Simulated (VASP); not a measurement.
Band structure of AuAl2 (fluorite). Computed with AM05 GGA, VASP's PBE PAW potentials (set 64) (plane waves; VASP).

Unless said otherwise, spin-orbit coupling is left out, though it shifts the bands of the heavy elements here.

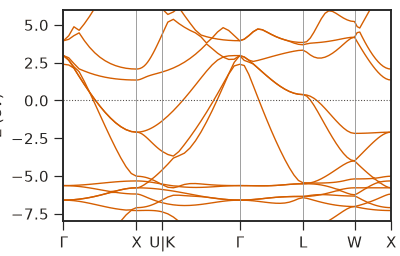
Fig. 1. Bands along high-symmetry lines, zero at the valence-band maximum or, without a gap, the Fermi level

Q: Read the plot: is there a gap, and where are the band edges?

A: It has no gap at this level: it comes out as a metal or semimetal. (Edges off the drawn lines would not show.)

The compound is AuAl2 in the fluorite structure. It was relaxed first. The electron count is odd and the run is not spin-polarised, which forces a metal.
